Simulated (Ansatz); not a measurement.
# SnS: ionisation energy by level of theory

How much energy removes an electron from SnS at fixed geometry? The cation is run at each level and the neutral's energy taken from earlier runs.

Program: Ansatz 0.2.0, Gaussian basis. Level of theory: unrestricted cation, the program's frozen cores in correlated methods. These are calculated values, not measurements.

Levels to be run: UKS PBE-D4/def2-TZVPP; UKS r2SCAN-D4/def2-TZVPP; UKS PBE0-D4/def2-TZVPP; UKS B3LYP-D4/def2-TZVPP; UKS wB97X-V/def2-TZVPP; UKS wB97M-V/def2-TZVPP; UKS B2PLYP/def2-TZVPP; UHF-CCSD(T)/def2-TZVPP; UHF-CCSD(T)/def2-QZVPP; extrapolation to the limit; then −ε(HOMO) from the neutral's earlier runs with LDA (SPW92), PBE-D4, revPBE-D4, BLYP-D4, r2SCAN-D4, B97M-V, PBE0-D4, B3LYP-D4, r2SCANh-D4, r2SCAN0-D4, HSE06-D4, BHLYP-D4, CAM-B3LYP-D4, LC-ωPBE, ωB97X-V, ωB97M-V.

## (1) Structure used throughout

All runs share one geometry, relaxed beforehand with PBE0-D4 in a triple-zeta def2 set. Sn takes the def2 core potential; no spin-orbit term is included.

SMILES `[S][Sn]`, 2 atoms, charge 0, spin multiplicity 1.

Atoms are counted from 1 here; the program's logs count them from 0.

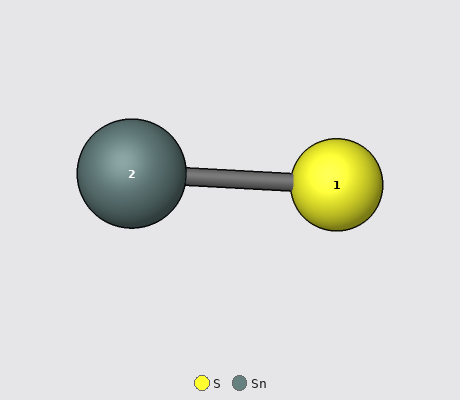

The structure; sulfur yellow, tin teal; atoms are numbered from 1 in the order of the file.

## (2) Cation, UKS PBE-D4/def2-TZVPP

in.yaml reads:

```yaml
crystal:
  periodic: [false, false, false]
  atoms:
    - {symbol: S, position_ang: [-0.000000, 0.000000, 0.002789]}
    - {symbol: Sn, position_ang: [0.000000, -0.000000, 2.206237]}
basis:
  gaussian: {orbitals: def2-TZVPP}
total_charge: 1
magnetization: {spin_polarized: true, initial_magnetization: 1}
hamiltonian: {xc: pbe, dispersion: d4}
```

Started as:

```console
$ ansatz run in.yaml --threads 2 --pin off --events-out ev --progress --plain --max-ram 32768MiB --backend cpu
```

Further steps of the session: Cation, UKS r2SCAN-D4/def2-TZVPP; Cation, UKS PBE0-D4/def2-TZVPP; Cation, UKS B3LYP-D4/def2-TZVPP; Cation, UKS wB97X-V/def2-TZVPP; Cation, UKS wB97M-V/def2-TZVPP; Cation, UKS B2PLYP (frozen core)/def2-TZVPP; Cation, UHF-CCSD(T)/def2-TZVPP; Cation, UHF-CCSD(T)/def2-QZVPP.

**Question.** What will the summary of the whole plan be? Wanted: ionisation energy, CCSD(T)/CBS; nearest functional by difference; nearest −ε(HOMO); −ε(HOMO) of PBE; T1 of the cation.

**Answer**, as computed:

| quantity | value |
| --- | --- |
| ionisation energy, CCSD(T)/CBS | 9.58 eV |
| nearest functional by difference | PBE-D4 (-0.11 eV) |
| nearest −ε(HOMO) | ωB97X-V (-0.12 eV) |
| −ε(HOMO) of PBE | 6.34 eV |
| T1 of the cation | 0.017 |

**Reading.** Energy differences with functionals land within 0.32 eV of the reference. The PBE orbital energy is 3.2 eV too small: a semilocal HOMO is no ionisation energy. Among orbital estimates ωB97X-V comes nearest. Hartree-Fock falls 1.59 eV short, as the neutral has more correlation energy than the cation. Correlated methods include outer-core shells of Sn, which these sets cover unevenly. With outer-core shells in play the reference is unsure by up to some tenths of an eV, so close misses can't be ranked.
